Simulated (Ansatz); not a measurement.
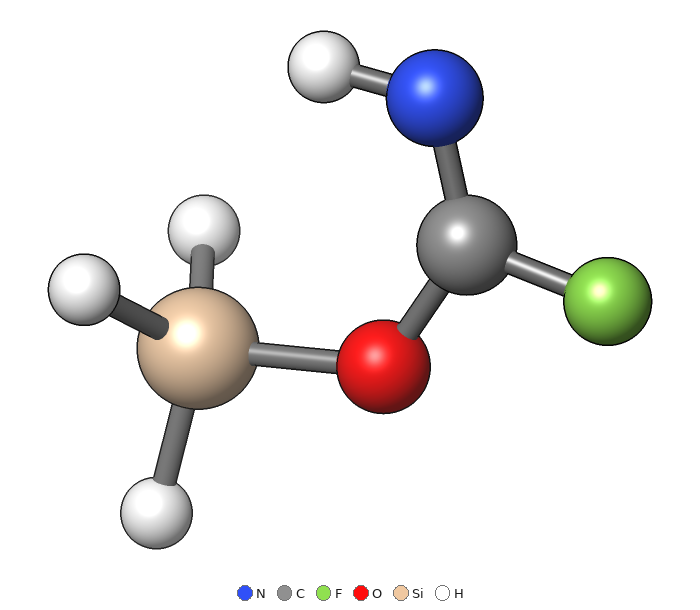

Every bond is drawn as one stick, whatever its order.

> Give the formula.

CH₄FNOSi, 9 atoms: 1 carbon, 4 hydrogen, 1 fluorine, 1 nitrogen, 1 oxygen and 1 silicon.

> Name functional groups in it.

Among them: imine, C–F bond, Si–H bond, Si–O bond.

> Give a SMILES string for it.

[H]/N=C(/F)O[SiH3]

The parts below concern this one geometry. Atoms keep their numbers from picture to picture. The geometry was computed by an optimisation with PBE0-D4/def2-TZVP.

**Shape**

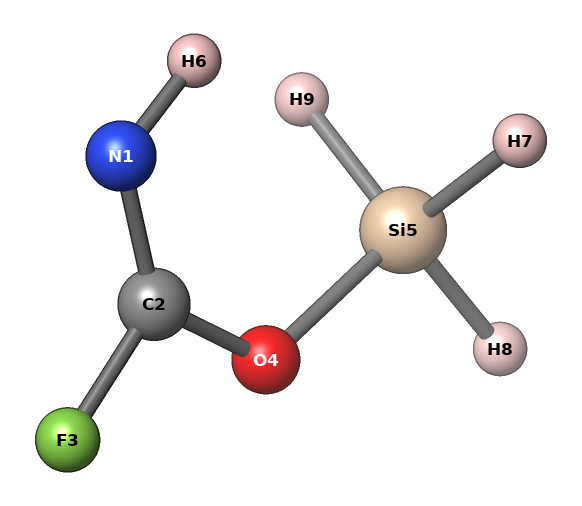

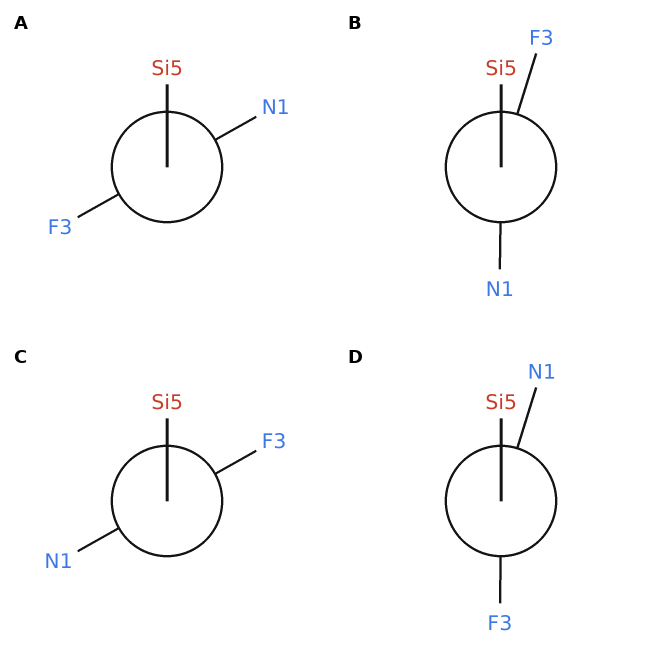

Atoms fade into the background with distance from the viewer. Bonds that would overlap in a projection are set slightly apart.

> Which Newman projection shows the view along O4–C2, with O4 in front?

D. The torsion angle Si5–O4–C2–F3 is −179°, antiperiplanar (anti).

**Electronic properties**

Properties computed with RKS HSE06 (plane-wave form)-D4/def2-TZVPP (Ansatz 0.2.0).

> Give the HOMO energy (Kohn–Sham orbital) at this level.

−8.24 eV.

> What is the dispersion correction?

−12.9 kJ/mol.

> What is the LUMO energy (Kohn–Sham orbital)?

−0.84 eV.

**Dipole moment**

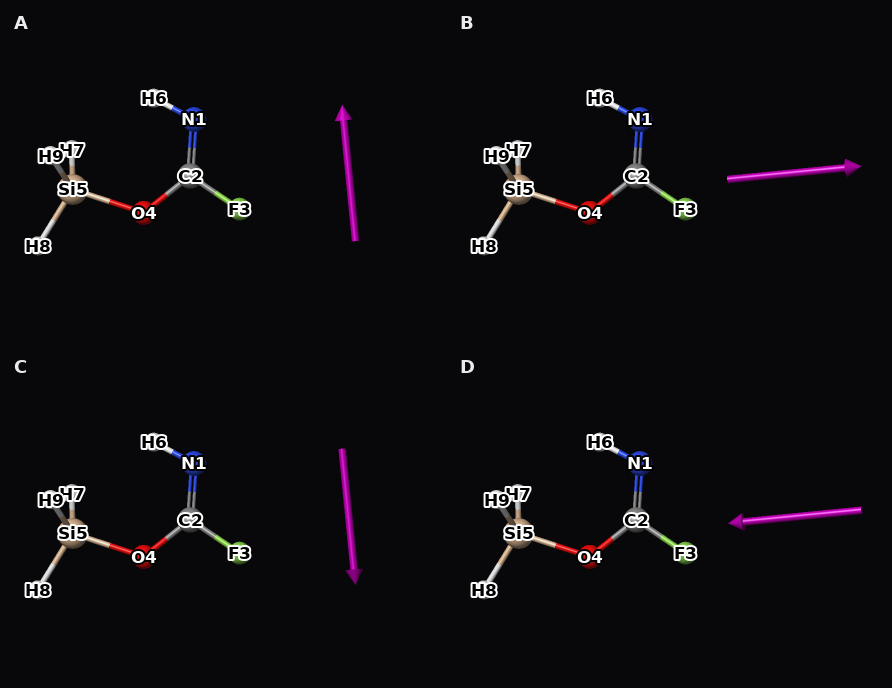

The same molecule four times, each with an arrow. Properties computed with RKS r2SCAN-D4/def2-TZVPP (Ansatz 0.2.0).

> Which arrow points along the dipole moment, from the negative to the positive end?

D. The dipole moment is 3.47 D; it points from the side of F3 to the side of H8 (the outermost atoms at the two ends).

**Charges**

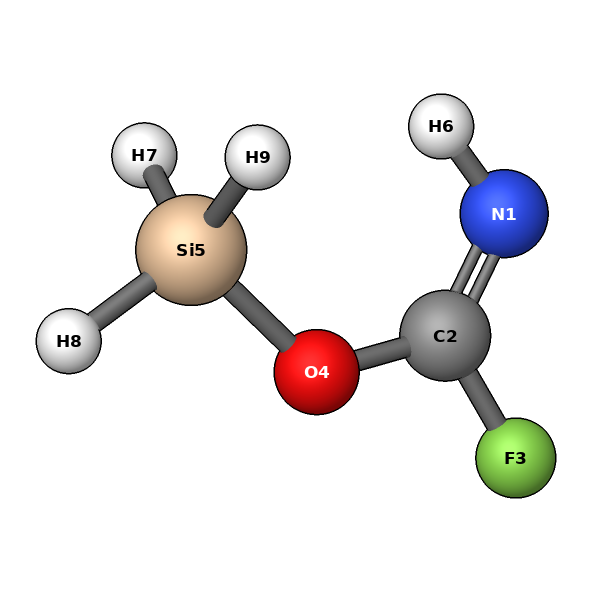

The questions are on Mulliken charges. Properties computed with RKS B3LYP-D4/def2-TZVPP (Ansatz 0.2.0).

Give the Mulliken charges atom by atom.

```tsv
atom	value (e)
N1	−0.25
C2	0.32
F3	−0.16
O4	−0.30
Si5	0.39
H6	0.14
H7	−0.04
H8	−0.04
H9	−0.04
```

Mulliken values depend strongly on the basis set and can even reverse the polarity of a bond.
